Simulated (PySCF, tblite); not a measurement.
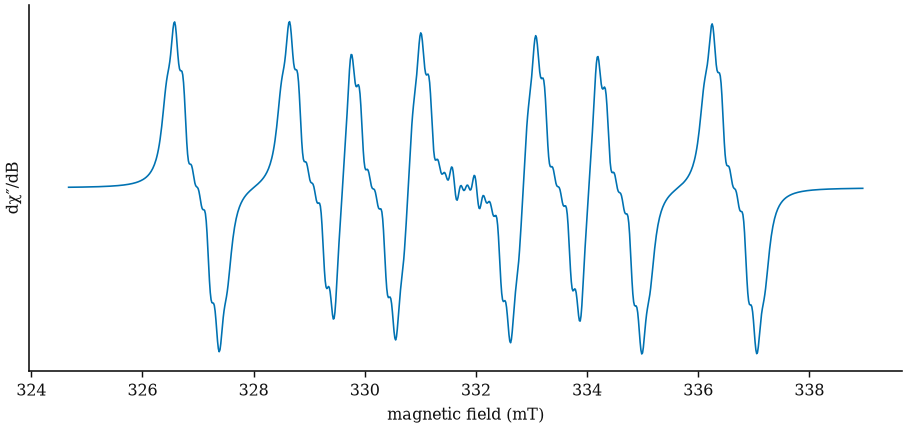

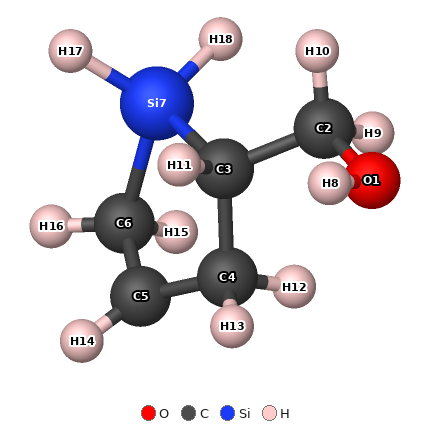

First-order isotropic EPR spectrum (fast tumbling, first derivative) of C₅H₁₁OSi, SMILES OC[C@@H]1C[CH]C[SiH2]1, doublet at 9.30 GHz, Lorentzian lines of 0.22 mT full width at half height, from computed g and hyperfine couplings (B3LYP/pcH-1 in PySCF 2.14.0, at a GFN2-xTB geometry (a minimum by its frequencies), gas phase); values of one conformer, averaged over methyl-type rotors alone; other conformers aren't averaged in; no vibrational averaging; dilute isotopes left out. The SMILES is one Lewis form and needn't show where the spin sits.

**Which couplings does the calculation give? The spectrum shows the sizes of those above the line width, not their signs.**

```tsv
nuclei	isotope	a (mT)	a (MHz)
H15	¹H	4.43	124.2
H12	¹H	3.19	89.4
H14	¹H	−2.07	−58.0
H18	¹H	0.40	11.3
H10	¹H	0.19	5.3
H11	¹H	−0.15	−4.3
H16	¹H	0.15	4.1
H13	¹H	0.12	3.5
H17	¹H	−0.04	−1.1
H9	¹H	−0.02	−0.6
```

**What is the g value, and how wide is the spectrum?**

g_iso = 2.0025, which centres the spectrum at 331.8 mT; it spans 10.7 mT.

Caveats: the tight-binding geometry is rougher than a DFT one and adds to the error.
